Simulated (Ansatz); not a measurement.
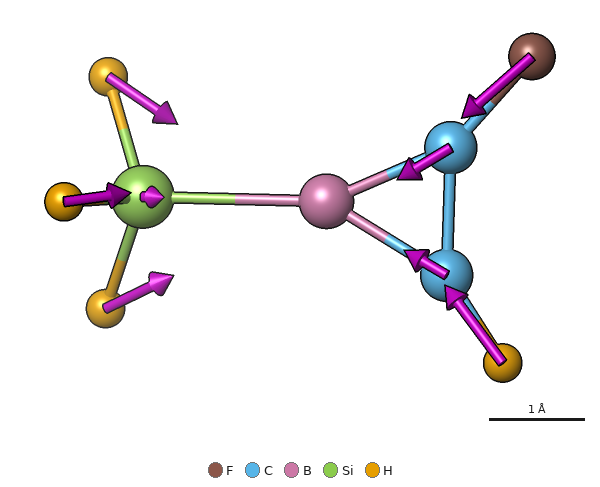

A relaxation of C2H4BFSi. The starting structure is drawn; purple arrows show the displacements, 30 times their true length. The two geometries are superimposed by the best rigid fit.

Style: ball-and-stick. Shown at a tilt.

The start comes from PBE-D4/def2-SVP.

The calculation used RKS PBE0-D4/def2-TZVP in Ansatz 0.2.0. Settings: force threshold 0.005 eV/Å; at most 150 steps.

What happened in the run?

Answer. Over 4 geometry steps the energy falls by 4.19 kJ/mol. The largest force component goes from 0.84 to 0.0026 eV/Å. The atom that moves furthest after the best rigid fit is an H atom (0.036 Å). Largest moves by element: H 0.036 Å, F 0.034 Å, C 0.023 Å, Si 0.010 Å, B 0.002 Å. Near-neighbour distances that change, for instance: B–C 1.484 → 1.462 Å, C–C 1.350 → 1.329 Å, B–C 1.515 → 1.496 Å, H–Si 1.506 → 1.487 Å.
